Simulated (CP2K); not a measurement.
Consider 2-chlorofuran at its PBE geometry (Å).

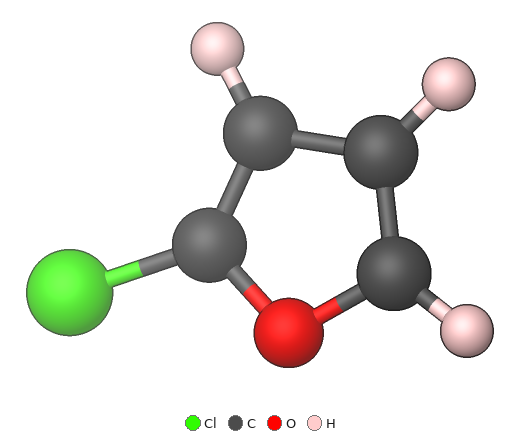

The molecule (chlorine green, carbon dark grey, oxygen red, hydrogen pink).

```xyz
9

Cl    2.7863   -0.6604   -0.1463
C     1.1264   -0.2845   -0.0601
C     0.4576    0.9054    0.0164
C    -0.9342    0.5620    0.0620
C    -1.0080   -0.7996    0.0122
O     0.2591   -1.3459   -0.0652
H     0.9044    1.8917    0.0379
H    -1.7721    1.2475    0.1238
H    -1.8194   -1.5162    0.0194
```

Method: CP2K XAS_TDP, all-electron GAPW, PBEh(45%), aug-pc-1, TDA, GW2X-corrected core level, no relativity.

Question: Predict the bright core excitations at the C K edge.

Leading lines: C2 288.60 eV, C3 287.34 eV, C4 287.40 eV and C5 287.98 eV. The leading line of an atom is its first one with 35 % of the strongest within 2.5 eV of its lowest line over the strength cut. Core ionisation energies at this level: C3 291.63, C4 291.78, C2 293.75 and C5 292.99 eV.

The first six lines of each atom with a strength over 0.0015:

| atom | energy (eV) | states | strength, one atom | above the computed threshold |
| --- | --- | --- | --- | --- |
| C2 (bonded to C, Cl and O) | 288.60 | 1 | 0.0586 |  |
|  | 290.08 | 1 | 0.0482 |  |
|  | 292.11 | 1 | 0.0100 |  |
|  | 292.58 | 1 | 0.0020 |  |
|  | 292.92 | 1 | 0.0067 |  |
|  | 293.05 | 1 | 0.0027 |  |
| C3 (bonded to 2 C and H) | 287.34 | 1 | 0.0460 |  |
|  | 289.59 | 1 | 0.0086 |  |
|  | 289.66 | 1 | 0.0123 |  |
|  | 290.22 | 1 | 0.0036 |  |
|  | 290.64 | 1 | 0.0024 |  |
|  | 291.12 | 1 | 0.0029 |  |
| C4 (bonded to 2 C and H) | 287.40 | 1 | 0.0487 |  |
|  | 289.74 | 1 | 0.0082 |  |
|  | 289.77 | 1 | 0.0100 |  |
|  | 291.51 | 1 | 0.0065 |  |
|  | 291.78 | 1 | 0.0018 | yes |
|  | 292.30 | 1 | 0.0031 | yes |
| C5 (bonded to C, O and H) | 287.98 | 1 | 0.0547 |  |
|  | 290.94 | 1 | 0.0185 |  |
|  | 291.32 | 1 | 0.0178 |  |
|  | 291.84 | 1 | 0.0021 |  |
|  | 291.96 | 1 | 0.0030 |  |
|  | 292.38 | 1 | 0.0031 |  |

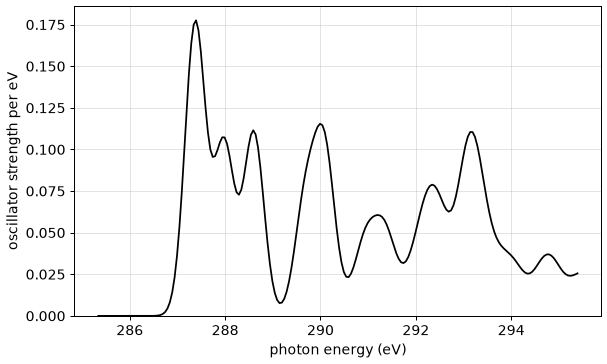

All atoms added, broadened by 0.5 eV.

Lines are vertical, at one geometry, with no vibrational structure. GW2X ionisation energies and lines can be off by 1 to 2 eV either way, and a good line position may hide errors that cancel. These values hold no scalar relativity, about 0.1 eV for C 1s. Rydberg lines, and the discretised continuum above threshold, depend on the basis and the box.

[Banner, clock and machine lines of the logs are left out without a mark of their own.]

[Logs are printed without paths, hosts, clocks, repeated set-up lines and the standing remarks that a program may print on its own settings, such as how far it seeks lower states.]

[Hosts, paths, dates, database ids (printed as entryN), source tags and the programs' standing remarks are cut or masked in the printed files.]
